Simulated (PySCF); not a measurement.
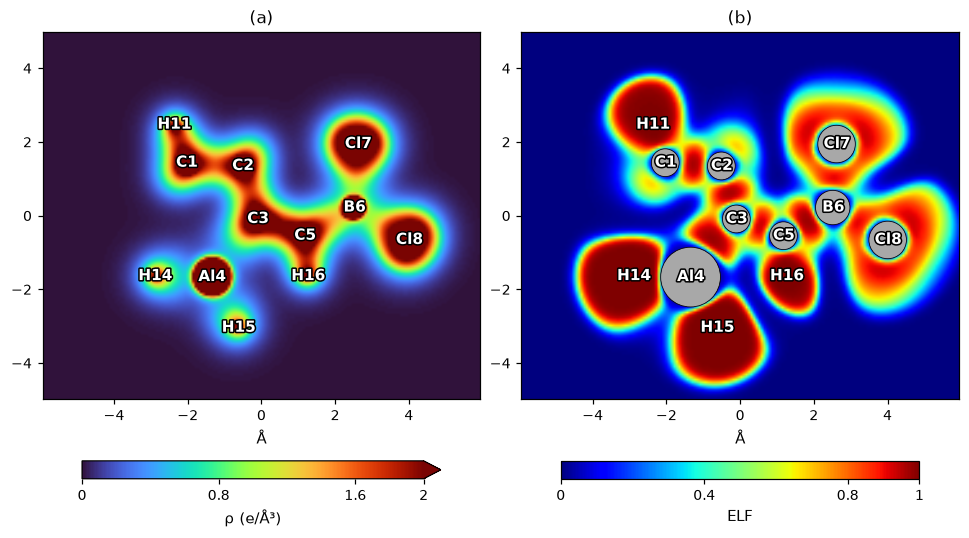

Figure. C4H8AlBCl2 (SMILES CC/[C]([AlH2])=C\B(Cl)Cl). (a) total electron density; (b) ELF on the plane of atoms C2, C3 and Al4. Grey discs cover the atomic cores in the ELF map.

Geometry: GFN2-xTB.

Level of theory: wB97X-D/def2-SVPD, SCF density, gas phase in PySCF 2.14.0.

Input file:

```
{"job": {"kind": "uv", "xc": "wB97X-D", "basis": "def2-SVPD", "nstates": 8, "ntriplets": 3}, "charge": 0, "multiplicity": 1}
C     -1.397583    -1.576236    -0.574181
C      0.008896    -0.988168    -0.599957
C      0.019971     0.289730     0.175935
Al    -1.555451     1.116070     1.106965
C      1.100995     1.087269     0.360288
B      2.551674     0.941114    -0.134381
Cl     3.098567    -0.396943    -1.077812
Cl     3.717799     2.159847     0.254926
H     -1.701401    -1.760697     0.458959
H     -2.103309    -0.863635    -1.008221
H     -1.452542    -2.509360    -1.129595
H      0.726054    -1.692930    -0.169866
H      0.326586    -0.802254    -1.629592
H     -3.000837     0.567254     1.169022
H     -1.240777     2.453364     1.825766
H      0.893760     1.984519     0.960334
```

Command:

```sh
OMP_NUM_THREADS=1 python probes_run.py task.json out
```

> What do the fields say about this system?

- The section cuts through C, Al, B, Cl and H sites.
- C–C (1.36 Å): ρ is about 2.2 e/Å³ halfway; the ELF peaks at about 0.95 between the atoms; localised, covalent bonding.
- C–B (1.54 Å): ρ is about 1.5 e/Å³ halfway; the ELF peaks at about 1 between the atoms: a shared electron pair.
- B–Cl (1.73 Å): ρ at the midpoint is about 1.4 e/Å³; the ELF peaks at about 0.90 between the atoms (a polar covalent bond).
- C–Al (2.01 Å): the density is about 0.69 e/Å³ at the midpoint; the ELF peaks at about 0.95 between the atoms (a polar covalent bond).
- C–H (1.09 Å): ρ is about 2 e/Å³ halfway; the ELF climbs to about 1 towards the hydrogen, as it does in any bond to H: an ordinary covalent bond to hydrogen.
- The ELF also peaks beside Cl8 and Cl7, away from the bonds: lone-pair regions.
